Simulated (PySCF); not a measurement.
Breaking a bond: CH5N, SMILES CN. The C1–N5 bond (C1 also carries H, H, H; N5 carries H, H) is varied alone, starting from the PBE0/def2-TZVP optimised geometry.

- RKS-TPSSh = restricted TPSSh/cc-pVDZ in PySCF 2.14.0
- UKS-TPSSh = unrestricted TPSSh/cc-pVDZ in PySCF
- RKS-M06-2X = restricted M06-2X/cc-pVDZ in PySCF

Magnitude of the dipole moment (D; its direction can reverse along the curve, and a method can change to another solution) and Mulliken charge of the fragment that holds C1:

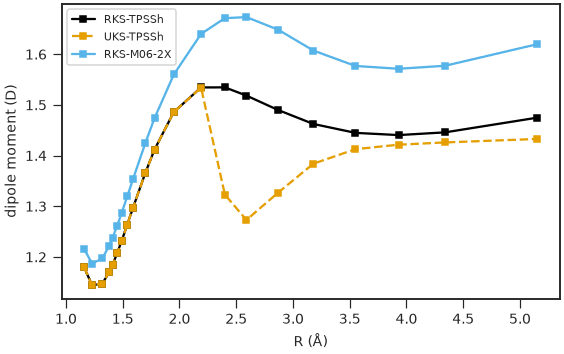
Figure: Dipole moment against bond length.

| R / Å | μ RKS-TPSSh | q RKS-TPSSh | μ UKS-TPSSh | q UKS-TPSSh | μ RKS-M06-2X | q RKS-M06-2X |
|---|---|---|---|---|---|---|
| 1.16 | 1.18 | -0.04 | 1.18 | -0.04 | 1.22 | -0.04 |
| 1.23 | 1.14 | 0.00 | 1.14 | 0.00 | 1.19 | 0.00 |
| 1.32 | 1.15 | 0.04 | 1.15 | 0.04 | 1.20 | 0.04 |
| 1.38 | 1.17 | 0.06 | 1.17 | 0.06 | 1.22 | 0.06 |
| 1.41 | 1.18 | 0.07 | 1.18 | 0.07 | 1.24 | 0.07 |
| 1.45 | 1.21 | 0.08 | 1.21 | 0.08 | 1.26 | 0.07 |
| 1.49 | 1.23 | 0.08 | 1.23 | 0.08 | 1.29 | 0.08 |
| 1.54 | 1.26 | 0.09 | 1.26 | 0.09 | 1.32 | 0.09 |
| 1.59 | 1.30 | 0.10 | 1.30 | 0.10 | 1.35 | 0.09 |
| 1.70 | 1.37 | 0.10 | 1.37 | 0.10 | 1.43 | 0.10 |
| 1.78 | 1.41 | 0.10 | 1.41 | 0.10 | 1.47 | 0.10 |
| 1.95 | 1.49 | 0.10 | 1.49 | 0.10 | 1.56 | 0.10 |
| 2.19 | 1.53 | 0.08 | 1.53 | 0.08 | 1.64 | 0.09 |
| 2.40 | 1.53 | 0.07 | 1.32 | 0.04 | 1.67 | 0.08 |
| 2.59 | 1.52 | 0.06 | 1.27 | 0.02 | 1.67 | 0.07 |
| 2.87 | 1.49 | 0.05 | 1.33 | 0.00 | 1.65 | 0.06 |
| 3.18 | 1.46 | 0.05 | 1.38 | 0.00 | 1.61 | 0.05 |
| 3.55 | 1.44 | 0.04 | 1.41 | 0.00 | 1.58 | 0.05 |
| 3.93 | 1.44 | 0.04 | 1.42 | 0.00 | 1.57 | 0.05 |
| 4.34 | 1.45 | 0.04 | 1.43 | 0.00 | 1.58 | 0.05 |
| 5.15 | 1.47 | 0.04 | 1.43 | 0.00 | 1.62 | 0.04 |

The restricted form behind RKS-TPSSh, RKS-M06-2X keeps the bonding electrons paired and can't separate into open-shell fragments. The unrestricted determinant behind UKS-TPSSh is spin-contaminated at 2.40 to 5.15 Å (<S²> up to 1.0, against 0.00 for a pure singlet).
